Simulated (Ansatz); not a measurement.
# Nudged elastic band, with input and output: CH2BSi (part 2 of 2)

CH2BSi, multiplicity 2; UKS r2SCAN-D4/STO-3G (Ansatz 0.2.0). The run did not end well. It belongs to a series of runs on one base structure; here: band between the two ends.

Geometry of the input (Å):
```
B  0.5389  -0.3286  0.3426
Si 1.9176  -1.1695  1.2192
C  -0.5098  0.3109  -0.3241
H  -1.1728  -0.1829  -1.0501
H  -0.7739  1.3701  -0.1876
```

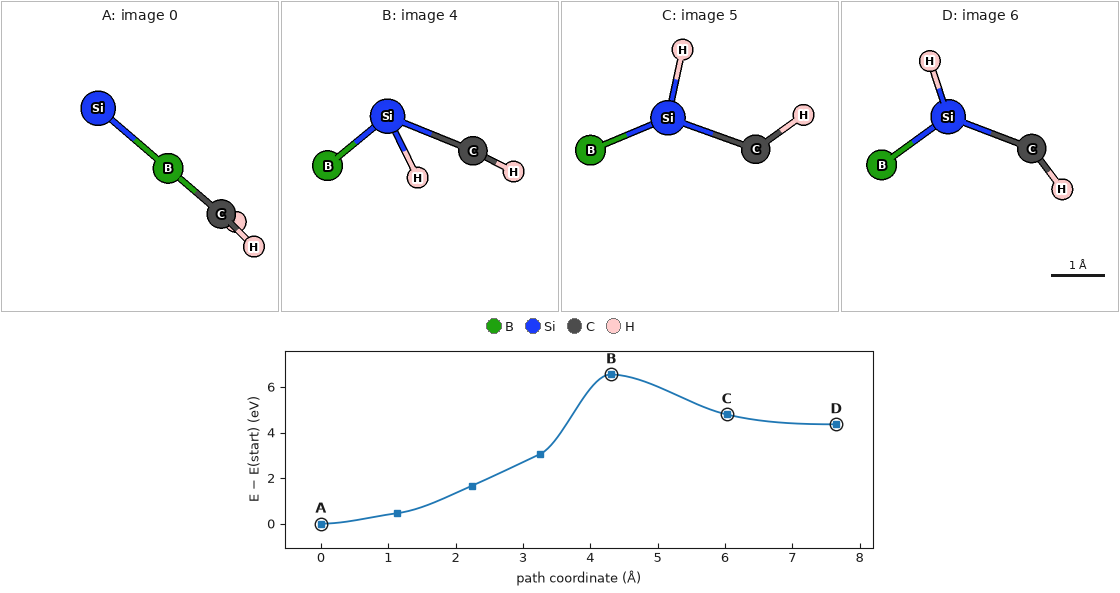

**Figure 1.** Images of the last band (counted from 0; ball-and-stick, seen at a tilt) above the energy along the path; the line is a cubic interpolation that uses the forces. The highest image is number 4, 6.549 eV above the start and 2.191 eV above the end (the climbing image); the end lies 4.358 eV above the start. The path is 7.66 Å long. The band had not converged after 51 iterations.

```
Unfinished report: {"positions_ang":[[1.2162894015452006,-1.5749165699693801,0.09748180175276598],[0.215579231350605,-0.1836035153572684,1.1446192889912572],[-0.5542858577766672,0.9912027351502166,0.10793733904426177],[0.21006065189252215,-0.25166663504495274,-0.4857491713952771],[-1.08763341701166,1.0189749752213852,-0.8642882483930081]],"unchecked":["starts","cluster_reference","orbital_swaps","neighbouring_geometries","increment"],"mean_field":{"relativity":"none","state":{"energy":{"ev":-9497.456753279499,"hartree":-349.02509807561853},"converged":true,"gradient_ev":0.000021697987044121756,"stability":{"kind":"minimum","curvature_ev":1.3395431153702235},"curvature_floor_ev":0.00030000000000000003,"spin_squared":1.1032532842689857},"others":[],"fillings":{"estimated":0,"unestimated":0,"tried":0,"untried":0,"excluded_magnetic_sites":0},"n_dropped_functions":0,"n_trapped_functions":0,"passes":{"evaluations":5,"products":46},"factors":{"origin":"Cholesky decomposition","count":291,"bound_ev":0.000041619668298469857},"gradient_stop_ev":0.000040186293461106704,"reference_kind":"stationary","functional":{"name":"r2SCAN","citations":["Furness, Kaplan, Ning, Perdew & Sun, J. Phys. Chem. Lett. 11, 8208 (2020) doi:10.1021/acs.jpclett.0c02405","Furness, Kaplan, Ning, Perdew & Sun, J. Phys. Chem. Lett. 11, 9248 (2020) doi:10.1021/acs.jpclett.0c03077"],"text":"name \"r2SCAN\"\ncite \"Furness, Kaplan, Ning, Perdew & Sun, J. Phys. Chem. Lett. 11, 8208 (2020) doi:10.1021/acs.jpclett.0c02405\"\ncite \"Furness, Kaplan, Ning, Perdew & Sun, J. Phys. Chem. Lett. 11, 9248 (2020) doi:10.1021/acs.jpclett.0c03077\"\nparent r2scan\nparameter k0 = 0.174\nparameter k1 = 0.065\nparameter a1 = 4.9479\nexchange = r2scan_x(k0 = k0, k1 = k1, a1 = a1)\ncorrelation = r2scan_c\n","parameters":{"a1":{"value":4.9479,"default":4.9479},"k0":{"value":0.174,"default":0.174},"k1":{"value":0.065,"default":0.065}},"final_grid":{"core_spheres":27.0,"valence_spheres":18.0,"degree":36.0},"final_grid_parameter_source":"default","radial_points_factor":1.0,"radial_grid_error_ev":0.00004202825166463307,"grid_sensitivity":"normal","grid_sensitivity_ratio":0.004213694444324409},"unsmoothed_excess_ev":-5.208825447007703e-6,"symmetry":{"irreps":["A"],"axes":[[0.5482872030771992,0.2604914770249456,0.7946856821027697],[-0.5314465806053917,0.8422339212615172,0.09059003167725034],[-0.6457133070524557,-0.47200234350457476,0.6002233857669745]],"occupied":[{"A":14},{"A":13}]},"held":{"pivots":281,"left_out":0,"joined":10},"density_repulsion":{"missed_ev":0.000028736426120181503,"excess_ev":6.341465141703055e-6,"most_excess_ev":0.0000729,"are_drawn_again":false,"n_first_factors":291,"energy_change_ev":0.0,"n_dropped_ends":0}},"factors":{"origin":"Cholesky decomposition","count":291,"bound_ev":0.000041619668298469857},"n_frozen":0,"n_occupied":[14,13],"n_virtual":[7,8],"reference":{"ev":-9497.456753279499,"hartree":-349.02509807561853},"dispersion":{"energy":{"ev":-0.023276536817237643,"hartree":-0.0008553969506301612},"switches_in_reach":[]},"total":{"ev":-9497.480029816315,"hartree":-349.02595347256914},"forces_ev_per_angstrom":[[-0.00978323208547493,0.39973347577360596,0.22700941926874998],[-0.020248839025251077,-0.28700913288787294,-0.34430192626300027],[0.39825044544543997,-0.28457623585407743,-0.2845446569431345],[-0.2652555883924818,-0.014964676167849108,0.24207708761322727],[-0.10296278593981044,0.18681656913083772,0.1597600763265251]],"charge_distribution":{"dipole_moment_e_ang":[-0.08223060641781865,-0.06767318089408597,0.0484837448194947],"mulliken_charges_e":[-0.05352161633633923,0.3168125005173277,-0.31258053884317505,-0.013232380370963748,0.06252203503315279],"lowdin_charges_e":[-0.07781078471022518,0.25262244691782954,-0.24260716795077197,0.02927338447810357,0.03852212126507082]},"n_threads":1,"memory_gib":1.7045454550534487,"seconds":{"hamiltonian":2.908357362,"orbitals":0.0,"second_order":0.0,"solver_start":0.0,"cycles":0.0,"cycle":0.0,"perturbative":0.0,"full_ci_increment":0.0,"forces":0.0}}
this run last wrote the band of iteration 51 to [file]
Error: NEB band did not converge after 51 iterations: max|band force component| = 1.23e0 eV/Å (threshold 5.0e-2); raise `neb.max_iterations` in a new run, which can start from the last band evaluated (`neb.initial_path`, with `crystal.atoms` and `neb.final_atoms` set to its first and last images), add images, or start from endpoints closer to local minima. Where this run's directory can be resumed (`checkpoint.write`), a resume goes on for up to `neb.max_iterations` more; to start a new run from the last band, take its images' positions from the `neb_iteration` event of iteration 51 (`data.images[].positions_ang`), in the event stream of the run that computed that iteration (not this run's, if it was resumed behind it). With `checkpoint.write`, `steps/00-neb/state/checkpoint.json` in the run directory holds the last saved band, under `neb.evaluated.images[].positions_ang` (a band under a hybrid functional on support functions is neither saved nor resumed: `neb.initial_path` says where its path is): check the last entry of `neb.iterations` there, which is earlier than 51 if that iteration was not saved or its write failed. If the band's step has no `state` directory and holds `state.next`, a write was cut short, and the file is under `state.next` instead (behind a loss of power it can be under `state.prev`)
this run wrote the band of iteration 51 to [file] as well, whether or not its events were kept: a new run's `neb.initial_path` can list its `images[].positions_ang`
a run's events are kept only if it was started with --events-out <file>, and are in that file
```

**The last band as extended XYZ (Å, eV, eV/Å)**
```
5
Properties=species:S:1:pos:R:3:forces:R:3 image=0 energy=-9504.02910
B     0.5389   -0.3286    0.3426    0.0018  -0.0012   0.0012
Si    1.9176   -1.1695    1.2192   -0.0008   0.0005  -0.0005
C    -0.5098    0.3109   -0.3241   -0.0021   0.0014  -0.0014
H    -1.1728   -0.1829   -1.0501    0.0006  -0.0004   0.0004
H    -0.7739    1.3701   -0.1876    0.0005  -0.0003   0.0003
5
Properties=species:S:1:pos:R:3:forces:R:3 image=1 energy=-9503.57203
B     0.8517   -0.5236   -0.2368    0.6940  -0.0628   0.3293
Si    1.2790   -0.6398    1.5171    0.1472  -0.2630   0.0451
C    -0.3469    0.1800   -0.3814   -1.0739   0.5856  -0.2867
H    -1.3086   -0.2890   -0.6629    0.0990   0.0478   0.1295
H    -0.4752    1.2725   -0.2360    0.1337  -0.3076  -0.2172
5
Properties=species:S:1:pos:R:3:forces:R:3 image=2 energy=-9502.37141
B     0.8643   -1.0936    0.0140   -0.7938   1.0637  -0.1786
Si    0.8491    0.1543    1.3548    0.2135   0.1340   0.3945
C    -0.2256    0.1812   -0.1661    0.1880  -0.5939  -0.1558
H    -0.7270   -0.4062   -0.9546   -0.1460  -0.1605  -0.2548
H    -0.7608    1.1643   -0.2481    0.5383  -0.4433   0.1947
5
Properties=species:S:1:pos:R:3:forces:R:3 image=3 energy=-9500.98760
B     1.3644   -1.5606    0.3482    0.0964   0.0702   0.2098
Si    0.6661    0.0450    1.1196    0.2732   0.4870   0.6512
C    -0.4155    0.5211   -0.1677    0.0300  -1.2963  -0.5648
H    -0.4874   -0.3086   -0.8674   -0.5753   0.2483  -0.8300
H    -1.1277    1.3031   -0.4327    0.1758   0.4908   0.5337
5
Properties=species:S:1:pos:R:3:forces:R:3 image=4 energy=-9497.48003
B     1.2163   -1.5749    0.0975   -0.0098   0.3997   0.2270
Si    0.2156   -0.1836    1.1446   -0.0202  -0.2870  -0.3443
C    -0.5543    0.9912    0.1079    0.3982  -0.2846  -0.2845
H     0.2101   -0.2517   -0.4857   -0.2653  -0.0150   0.2421
H    -1.0876    1.0190   -0.8643   -0.1030   0.1868   0.1598
5
Properties=species:S:1:pos:R:3:forces:R:3 image=5 energy=-9499.23665
B     1.6844   -1.3957    0.8099    0.7775  -0.1349   0.2430
Si    0.0518   -0.4848    0.4155   -0.8264   1.0387   0.2655
C    -0.3413    1.2318    0.1898   -0.3139  -0.1893  -0.3003
H    -0.2924   -0.9837   -0.8782   -0.2402  -0.6536  -0.7916
H    -1.1025    1.6324   -0.5369    0.6030  -0.0610   0.5833
5
Properties=species:S:1:pos:R:3:forces:R:3 image=6 energy=-9499.67082
B     1.5428   -0.7392    1.1967   -0.0005   0.0004  -0.0014
Si    0.1253   -0.5389   -0.1517    0.0030  -0.0059  -0.0022
C    -0.6875    0.9491   -0.2735    0.0073   0.0106  -0.0119
H    -0.4408   -1.6150   -0.9473   -0.0025  -0.0013   0.0062
H    -0.5397    1.9441    0.1758   -0.0074  -0.0038   0.0093
```

**Outcome**

```tsv
quantity	value
outcome	not converged
barrier, forward (band not converged)	6.549 eV
barrier, backward	2.191 eV
hardware	1 thread of Intel Xeon @ 2.50GHz (Skylake/Cascade Lake), 64 GiB of memory available, shared host
wall time	12 min
peak memory	0.14 GiB
```

**Diagnosis**

The run did not converge: “NEB band did not converge after 51 iterations: max|band force component| = 1.23e0 eV/Å (threshold 5.0e-2); raise `neb.max_iterations` in a new run, which can start from the last band evaluated (`neb.initial_path`, with `crystal.atoms` and `neb.final_atoms` set to its first and last images), add images, or start from endpoints closer to local minima …” Its last values are not results.
